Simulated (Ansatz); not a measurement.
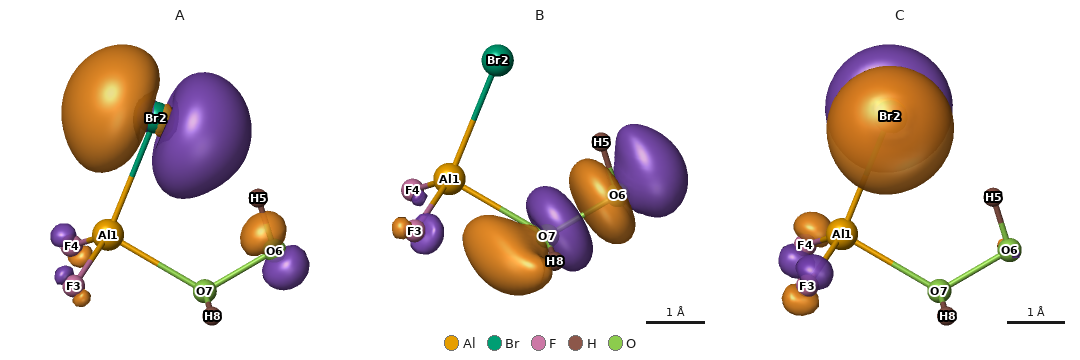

Figure 1: AlBrF2H2O2. Three frontier orbitals at ±0.15 Å⁻³ᐟ² (orange and purple are the two phases), in no order.

The calculation used RKS PBE/def2-SVP (Ansatz).

| atom | x (Å) | y (Å) | z (Å) |
| --- | --- | --- | --- |
| Al | 0.0650 | -1.1065 | -0.0362 |
| Br | 0.9532 | -0.3525 | -2.0175 |
| F | -1.5587 | -1.5407 | -0.0522 |
| F | 1.1111 | -1.8702 | 1.0167 |
| H | 0.7002 | 1.4967 | -0.5819 |
| O | 0.3880 | 1.8217 | 0.3144 |
| O | -0.3565 | 0.6606 | 0.7557 |
| H | -1.3024 | 0.8908 | 0.6009 |

**Which picture is the HOMO−1, the HOMO and the LUMO?**

A is the HOMO−1 (−7.84 eV). Its weight (Hirshfeld) is mainly on Br2 (about 85 %); largely a lone pair of Br2. C is the HOMO (−7.50 eV). Its weight (Hirshfeld) is mainly on Br2 (about 85 %); largely a lone pair of Br2. B is the LUMO (−2.98 eV). It lies mainly on O6 (about 45 %) and O7 (about 35 %).

**What is the HOMO–LUMO gap?**

4.52 eV between the orbital energies.
